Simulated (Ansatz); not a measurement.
## Electronic structure of F₃H₄InOSi in real space

Input

```
crystal:
  periodic: [false, false, false]
  atoms:
    - symbol: F
      position_ang: [-1.560725, -2.731162, -0.508244]
    - symbol: F
      position_ang: [1.250288, -1.158066, 0.469022]
    - symbol: F
      position_ang: [0.529794, -1.419196, -2.809898]
    - symbol: In
      position_ang: [-0.055452, -1.587571, -0.963331]
    - symbol: O
      position_ang: [-0.621978, 0.446536, -0.317191]
    - symbol: Si
      position_ang: [0.337497, 1.150892, 0.962056]
    - symbol: H
      position_ang: [-1.339467, 0.990918, -0.661518]
    - symbol: H
      position_ang: [0.165137, 0.399735, 2.224039]
    - symbol: H
      position_ang: [-0.348982, 2.475017, 1.095348]
    - symbol: H
      position_ang: [1.727187, 1.381797, 0.512617]
basis:
  gaussian:
    orbitals: def2-SVPD
hamiltonian:
  xc: pbe0
output: {forces: true, orbitals: {seedname: orbitals}}
```

Launched as:

```sh
ansatz run input.yaml --threads 2 --pin off --max-ram 5220MiB --events-out events.jsonl --progress --plain --runs-dir runs
```

Geometry: PBE0-D4/def2-SVP; core potentials replace the inner electrons of In.

The calculation used isolated molecule in a Gaussian basis; Kohn-Sham density functional theory, functional PBE0 (Ansatz 0.2.0).

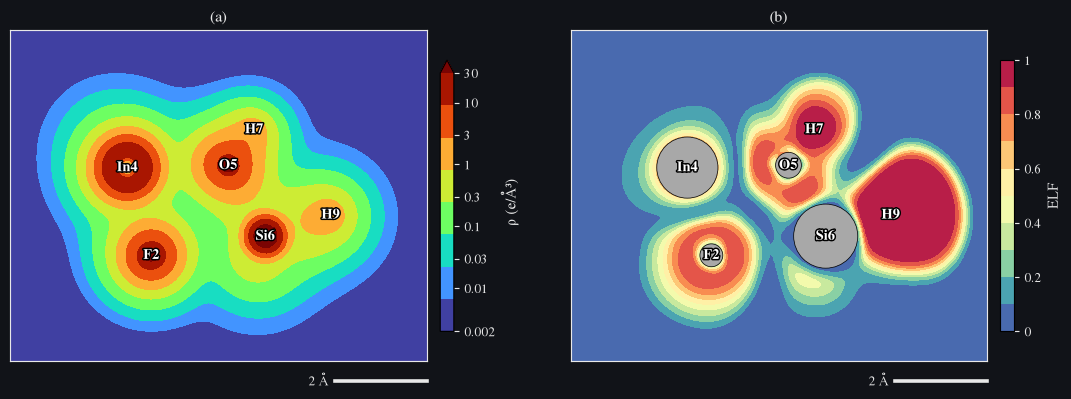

Figure 1. (a) electron density; (b) ELF on the plane of atoms In4, O5 and Si6. Grey discs cover the atomic cores in the ELF map.

### What does the map show?

- The plane passes through F, In, O, Si and H nuclei.
- Si–O (1.75 Å): the density is about 0.88 e/Å³ at the midpoint; the ELF peaks at about 0.90 between the atoms; a shared but strongly polarised pair.
- In–O (2.21 Å): ρ is about 0.41 e/Å³ halfway; the ELF peaks at about 0.90 in the valence shell of O, 0.6 Å from its nucleus, and drops to about 0.10 between the two atoms.
- O–H (0.96 Å): the density is about 3.7 e/Å³ at the midpoint; the ELF climbs to about 1 towards the hydrogen, as it does in any bond to H; an ordinary covalent bond to hydrogen.
- In–F (1.99 Å): the density is about 0.67 e/Å³ at the midpoint; the ELF peaks at about 0.80 in the valence shell of F, 0.5 Å from its nucleus, and drops to about 0.10 between the two atoms.
- Si–H (1.50 Å): ρ at the midpoint is about 0.76 e/Å³; the ELF climbs to about 1 towards the hydrogen.
- The ELF also peaks beside F2, away from the bonds: lone-pair regions.

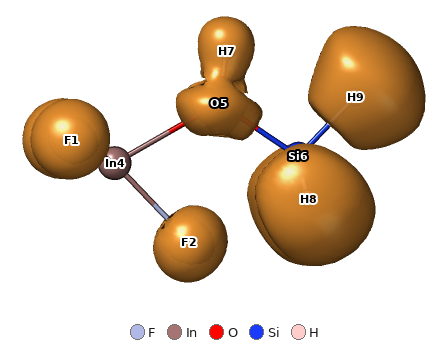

Figure 2. Isosurface of the ELF at 0.8 (orange), seen across its widest extent. Only the valence region is drawn (cores and ρ < 0.01 e/Å³ removed).

### What do the ELF domains correspond to?

At this value the surface marks out three regions around hydrogen nuclei, three regions wrapped around F (the valence shell of each) and one joined region spread over several atoms (H, O), in which their bonds and any lone pairs are merged.


 In–F (1.94 Å): the ELF peaks at about 0.80 in the valence shell of F, 0.6 Å from its nucleus, and drops to about 0.10 between the two atoms.

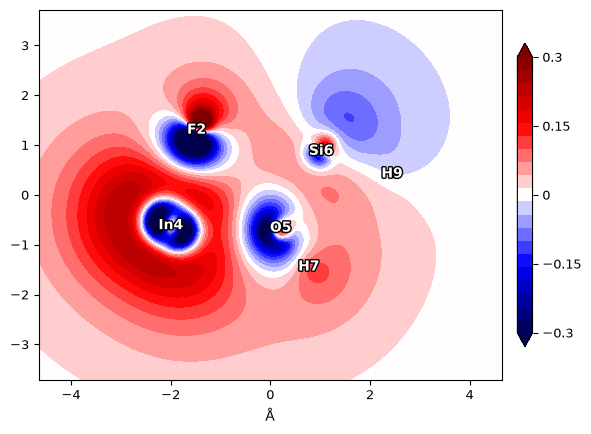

Figure 3. One frontier orbital on the plane of atoms O5, Si6 and H9 (values in Å⁻³ᐟ²; the overall sign is arbitrary).

### Which orbital is it: HOMO or LUMO?

The LUMO, at −2.52 eV. Its weight (Hirshfeld) is mainly on In4 (about 55 %), F1 (about 10 %), F3 (about 10 %) and F2 (about 10 %).
